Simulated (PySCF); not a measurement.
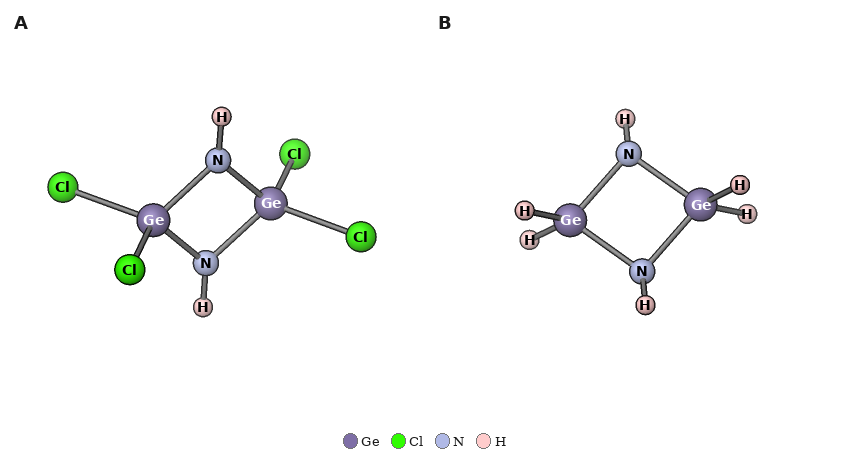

Two related species, optimised with PBE0-D3(BJ)/def2-SVP; properties computed with PySCF 2.14.0. Both: charge 0, singlet.

Question. Identify both.

Answer. A is cyclo-(Cl2GeNH)2, B is cyclo-(H2GeNH)2.

Compare them. With CAM-B3LYP/def2-SVPD: dipole moment (D), HOMO–LUMO gap (eV), HOMO energy (Kohn–Sham orbital) (eV), lowest vertical singlet excitation (eV), mean static polarisability (bohr³).

```json
{"quantity": "dipole moment (D)", "A": "0.03", "B": "0.06"}
{"quantity": "HOMO–LUMO gap (eV)", "A": "8.55", "B": "8.59"}
{"quantity": "HOMO energy (Kohn–Sham orbital) (eV)", "A": "−9.57", "B": "−8.20"}
{"quantity": "lowest vertical singlet excitation (eV)", "A": "5.27", "B": "5.24"}
{"quantity": "mean static polarisability (bohr³)", "A": "122.3", "B": "72.0"}
```

Each is one conformer, and no frequency run is at hand to confirm it as a minimum.
